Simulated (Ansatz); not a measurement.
Process, species as SMILES: [NH2] (NH2) → [NH2-] (an electron is taken up)
B3LYP-D3(BJ)/def2-TZVP geometries, fixed; electronic energies without zero-point terms; positive where energy is released.

Basis-set convergence of the adiabatic electron affinity at PBE0 with Ansatz (a first-principles code). Cartesian d functions, on some or all atoms, in 6-31G*; all else is spherical. The program fits the integrals of some runs and decomposes those of others, by size. Open shells are unrestricted. No added dispersion term, no relativity. Functions are those of the species that has most. Reference: the value in aug-cc-pV5Z, 0.561 eV, itself unsure by roughly 0.047 eV (its mean distance from aug-pcseg-3, aug-cc-pVQZ, def2-QZVPPD). Deviations are taken from unrounded values.

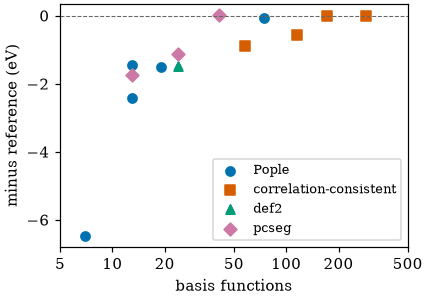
Deviation from the reference against the number of basis functions, by family of sets.

```tsv
basis	functions	adiabatic electron affinity (eV)	minus reference (eV)
STO-3G	7	-5.905	-6.466
3-21G	13	-1.867	-2.429
6-31G	13	-0.888	-1.450
pcseg-0	13	-1.194	-1.756
6-31G*	19	-0.944	-1.506
def2-SVP	24	-0.913	-1.474
pcseg-1	24	-0.565	-1.127
aug-pcseg-1	41	0.576	0.015
cc-pVTZ	58	-0.330	-0.892
6-311++G(3df,3pd)	75	0.494	-0.067
cc-pVQZ	115	-0.015	-0.577
aug-cc-pVQZ	172	0.552	-0.010
aug-cc-pV5Z	287	0.561	0.000
```
